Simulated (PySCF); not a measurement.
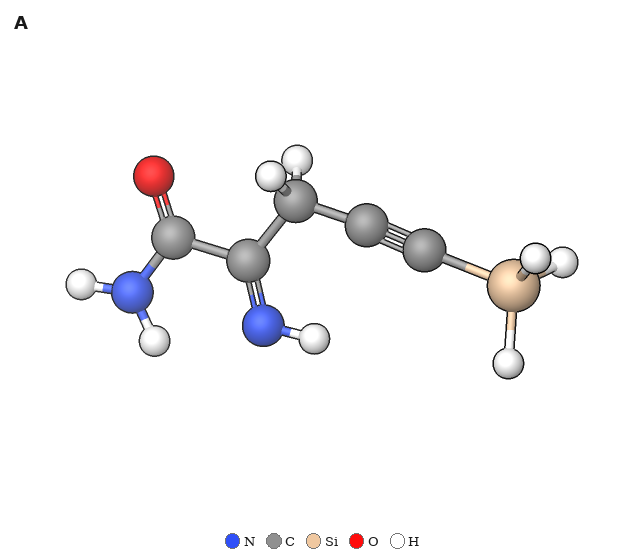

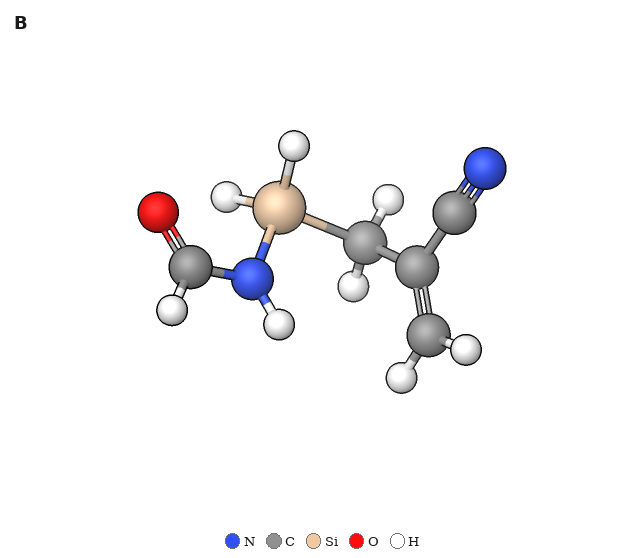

2 stationary structures of one formula. Geometries: GFN2-xTB. Electronic energies: PBE0/pcSseg-1 (PySCF 2.14.0), without zero-point energy. No frequency run is at hand to confirm each as a minimum. Each is one conformer, not always the lowest.

How are they related?

Answer. They are constitutional isomers of C5H8N2OSi: A `[H]/N=C(\CC#C[SiH3])C(N)=O`, B `C=C(C#N)C[SiH2]NC=O`.

Which is lowest in energy, and by how much?

Answer. B is lowest; A lies 122.4 kJ/mol above it.

The geometry is semi-empirical. Around Si such bond lengths and angles can be off by a tenth of an ångström or more and by several degrees, and values that hang on the shape move with them.
